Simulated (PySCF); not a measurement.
C6H10FN

The calculation's input:

```
{"job": {"kind": "nmr", "xc": "PBE0", "basis": "pcSseg-1", "every": 1, "pop": false}, "charge": 0, "multiplicity": 1}
C      2.588982     0.985479    -0.077731
C      1.540881    -0.064805    -0.229368
C      0.567777    -0.018764    -1.128805
N     -0.383080    -1.059267    -1.305966
C     -1.689928    -0.535893    -1.691006
C     -1.469523    -0.993632    -0.321558
C     -1.425740    -0.020446     0.830574
F     -2.651189    -0.002144     1.452446
H      3.580609     0.541485    -0.157406
H      2.485454     1.751896    -0.841984
H      2.518069     1.456194     0.903347
H      1.594911    -0.898056     0.457479
H      0.522994     0.786434    -1.853235
H     -2.253877    -1.159623    -2.372470
H     -1.781158     0.527470    -1.880865
H     -1.865808    -1.963989    -0.033880
H     -1.220001     1.002263     0.498611
H     -0.692808    -0.323235     1.586808
```

Run with:

```sh
OMP_NUM_THREADS=1 python ens_run.py task.json out
```

Geometry: GFN2-xTB, coordinate held.

The calculation used PySCF 2.14.0, PBE0/pcSseg-1, SCF density, gas phase, non-relativistic.

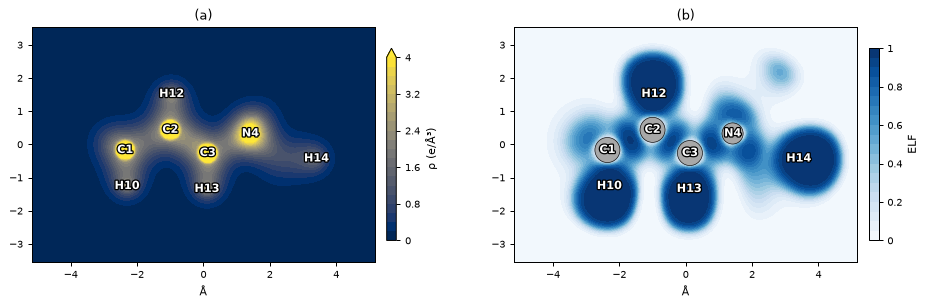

Figure 1. (a) total electron density; (b) ELF on the plane of atoms C2, C3 and H13. Grey discs cover the atomic cores in the ELF map.

Question: What does the map show?

Answer: Atoms in the plane: C, N and H. C–C (1.33 Å): the density is about 2.3 e/Å³ at the midpoint; the ELF peaks at about 0.90 between the atoms (a multiple bond). C–N (1.42 Å): ρ at the midpoint is about 2.1 e/Å³; the ELF peaks at about 0.95 between the atoms: localised, covalent bonding. C–H (1.08 Å): the density is about 2 e/Å³ at the midpoint; the ELF climbs to about 1 towards the hydrogen, as it does in any bond to H; an ordinary covalent bond to hydrogen. C–C (1.49 Å): ρ is about 1.7 e/Å³ halfway; the ELF peaks at about 0.95 between the atoms; a covalent bond.

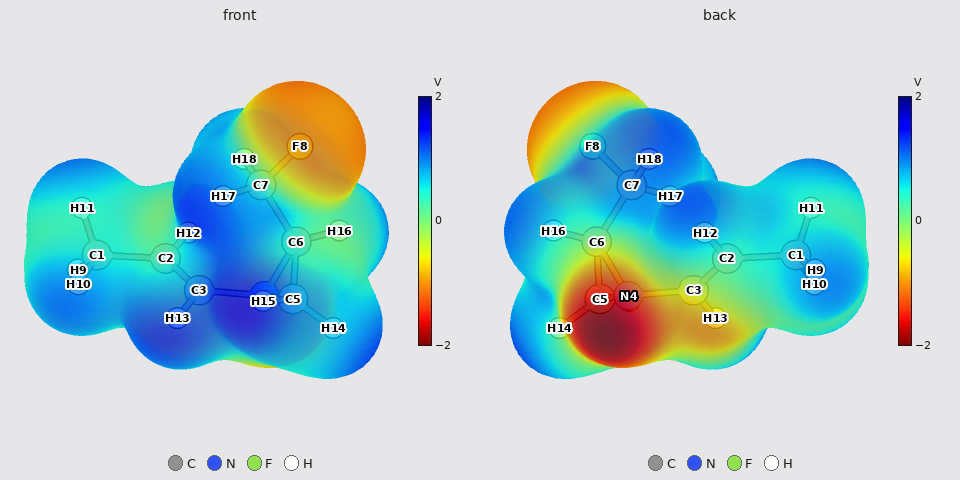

Figure 2. The molecular electrostatic potential painted on the density surface at 0.004 e/bohr³, seen from the front and from behind; red is negative and blue positive.

Question: Which sites attract a positive test charge, and which a negative one?

Answer: A positive charge is drawn to the negative regions and a negative charge to the positive ones. The most negative region (about −1.9 V) lies over N4, the most positive (about +1.4 V) over H15. N4 is the likeliest acceptor of a hydrogen bond.

Question: How polar is the molecule by this calculation?

Answer: Its dipole moment is 1.39 D.
